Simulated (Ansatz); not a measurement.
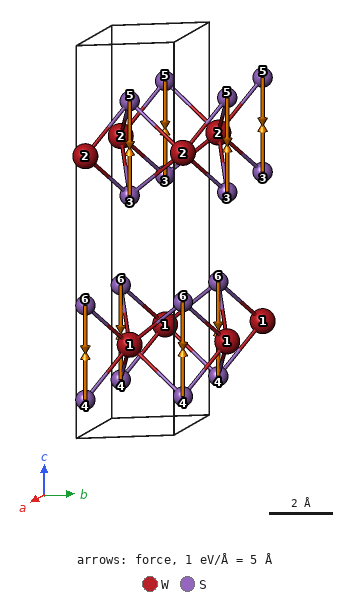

Starting geometry of crystalline WS₂ (set up in P6_3/mmc) with the computed forces as orange arrows. The picture is a ball-and-stick view of the cell of the calculation, repeated 2 × 2 × 1 with one cell outlined, seen slightly off an axis.

The calculation used DFT LDA, scalar-relativistic, plane waves, PAW (Ansatz 0.2.0). (plane-wave cutoff 420 eV; k-point mesh 12 × 12 × 2; occupations gaussian; smearing width 0.02 eV; no spin polarisation; cell and atoms relaxed; force threshold 0.005 eV/Å; at most 80 steps)

Question: What follows when this structure is relaxed?

Answer: It isn't relaxed: the largest force vector, on S atoms, is 0.33 eV/Å. Measured relative to the changing cell, the final displacements run against the starting forces (cosine between the two patterns −1.00). After 5 accepted moves (7 points after the start) the energy has fallen by 0.129 eV per cell of the calculation. The largest force component goes from 0.33 to 0.0014 eV/Å. The pressure goes from −5.72 to 0.00 GPa. The line search rejected the trial step at point 1 of the run. The SCF was repeated once at an unchanged geometry on a basis and grid sized afresh for the cell, which shifted the energy by 1.4 meV per cell of the calculation at most. The largest moves relative to the cell, 0.10 Å, are those of S3, S4, S5 and S6. S6 goes along +c. W stays in place. The drawn cell changes as follows: a = b 3.184 → 3.127 Å (−1.8 %), c 12.978 → 12.163 Å (−6.3 %); the volume changes by −9.6 %. Near-neighbour distances that change, for instance: W1–W1 3.184 → 3.127 Å, W1–S4 2.411 → 2.387 Å. The space group stays P6_3/mmc (No. 194).
